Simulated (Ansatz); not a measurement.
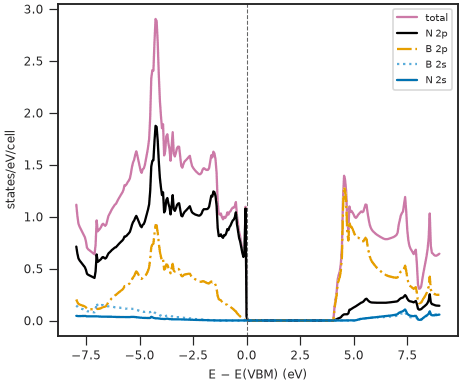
Figure. Total and projected density of states of BN in space group P6_3/mmc (No. 194; B on 2d, N on 2c), LDA (plane waves, PAW; program Ansatz)

Question: Which orbitals carry the states next to the gap?

Answer: Top 1 eV of the valence band: N 2p 91 %, B 2p 9 %. Bottom 1 eV of the conduction band: B 2p 89 %, N 2p 7 %. Projections are on Löwdin-orthogonalised atomic valence shells; empty p or d shells of many metals are not among them.

Question: Where is the tallest occupied peak in this window, and what makes it?

Answer: Near -4.3 eV, about 2.9 states/eV per cell; the largest projected share is N 2p.

The cell was relaxed with LDA under the symmetry of its start. A crystal of weakly bound layers computed without a dispersion correction: the cell and the soft elastic constants depend strongly on that.

Potentials: the earlier of the program's two PAW sets. The files were generated under PBE; for other functionals the program regenerates the frozen cores, and for LDA and PBEsol the local potential too.
